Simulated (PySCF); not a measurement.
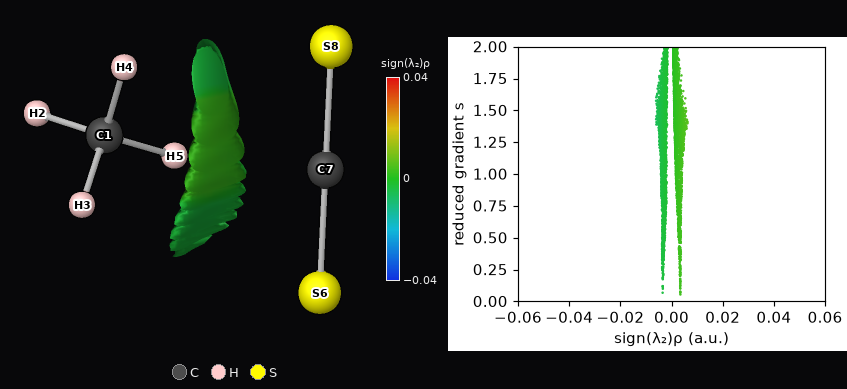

Figure. C₂H₄S₂, SMILES `C.S=C=S`. Non-covalent interaction surfaces between the fragments (reduced density gradient s = 0.5, coloured by sign(λ₂)ρ in a.u.; trimmed to the region between the fragments where ρ is under 0.06 a.u.). Fragment A: H4C (atoms 1–5); fragment B: CS2. The plot gives s against sign(λ₂)ρ for grid points between the fragments.

Level of theory: TPSS/6-31+G* (PySCF), at a geometry from GFN2-xTB. GFN2-xTB bond lengths at metals and heavier atoms can be off by up to 0.1 Å and shapes distorted, which carries into these values.

The calculation's input:

```python
import numpy as np
from pyscf import gto, scf, dft
from pyscf.scf import atom_ks, atom_hf
from scipy.linalg import block_diag
from pyscf.dispersion import dftd3

def solve(mol, dm0=None, hcore=None):
    mf = (dft.UKS if mol.spin else dft.RKS)(mol, xc='tpss')
    mf.grids.level = 3
    mf = mf.density_fit(auxbasis='def2-universal-jkfit')
    mf.conv_tol, mf.max_cycle = 1e-8, 80
    if hcore is not None:
        mf.get_hcore = lambda *args: hcore
    mf.kernel(dm0)
    if not mf.converged:
        mf = mf.newton().run(mf.mo_coeff, mf.mo_occ, max_cycle=30)
    assert mf.converged, 'SCF not converged'
    return mf

mol = gto.M(atom='''
C     -2.82410    -0.46937     0.00002
H     -3.85527    -0.79473    -0.03699
H     -2.66264     0.30198    -0.74170
H     -2.17365    -1.30966    -0.20521
H     -2.60510    -0.07511     0.98386
S      0.39694     1.63428    -0.00003
C      0.74269     0.12358     0.00009
S      1.08963    -1.38727    -0.00002
''', basis='6-31+g*', charge=0, spin=0, verbose=4)
mol_a = gto.M(atom='''
C     -2.82410    -0.46937     0.00002
H     -3.85527    -0.79473    -0.03699
H     -2.66264     0.30198    -0.74170
H     -2.17365    -1.30966    -0.20521
H     -2.60510    -0.07511     0.98386
ghost-S      0.39694     1.63428    -0.00003
ghost-C      0.74269     0.12358     0.00009
ghost-S      1.08963    -1.38727    -0.00002
''', basis='6-31+g*', charge=0, spin=0, verbose=4)
mol_b = gto.M(atom='''
ghost-C     -2.82410    -0.46937     0.00002
ghost-H     -3.85527    -0.79473    -0.03699
ghost-H     -2.66264     0.30198    -0.74170
ghost-H     -2.17365    -1.30966    -0.20521
ghost-H     -2.60510    -0.07511     0.98386
S      0.39694     1.63428    -0.00003
C      0.74269     0.12358     0.00009
S      1.08963    -1.38727    -0.00002
''', basis='6-31+g*', charge=0, spin=0, verbose=4)
ab, a, b = solve(mol), solve(mol_a), solve(mol_b)
e_int = ab.e_tot - a.e_tot - b.e_tot
print('counterpoise-corrected interaction energy / kcal/mol', e_int * 627.5095)
def disp(atoms, charge):
    m = gto.M(atom=atoms, charge=charge, basis='sto-3g', spin=None, unit='Bohr', verbose=0)
    return dftd3.DFTD3Dispersion(m, xc='tpss', version='d3bj').get_dispersion()['energy']
e_disp = disp(mol._atom, mol.charge) - disp(mol._atom[:5], mol_a.charge) - disp(mol._atom[5:], mol_b.charge)
print('D3(BJ) part / kcal/mol', e_disp * 627.5095)
# spherically averaged free atoms, for the promolecule
atm = atom_ks.get_atm_nrks(mol, xc='tpss')
pro = block_diag(*[(atm[a[0]][2] * atm[a[0]][3]) @ atm[a[0]][2].T for a in mol._atom])
np.savez('result.npz', e_int=e_int, e_disp=e_disp, dm_a=a.make_rdm1(), dm_b=b.make_rdm1(), c=ab.mo_coeff, occ=ab.mo_occ, eps=ab.mo_energy, pro=pro, d=[f.dip_moment(verbose=0) for f in (ab, a, b)])
```

Launched as:

```sh
OMP_NUM_THREADS=1 python input.py
```

The run took 40 s on 1 thread of Intel(R) Xeon(R) Processor @ 2.70GHz (shared host), peak memory 0.43 GiB.

Partitions, critical points and surface values were worked out afterwards from this run's density.

**Which interactions hold the two fragments together?**

Bond critical points between the fragments: H4···S8, 3.27 Å, ρ = 0.004 a.u.; C1···S6, 3.85 Å, ρ = 0.004 a.u. All are weak and appear green (van der Waals range). Several contacts close a ring, whose ring point adds a part with positive λ₂ between them. The pose is a local one from a semi-empirical search, not shown to be the most stable.

**How strongly are they bound?**

The counterpoise-corrected interaction energy of the frozen fragments is +0.7 kcal/mol without dispersion correction and −0.9 kcal/mol with D3(BJ). The pair geometry is semi-empirical, not a minimum at this level.
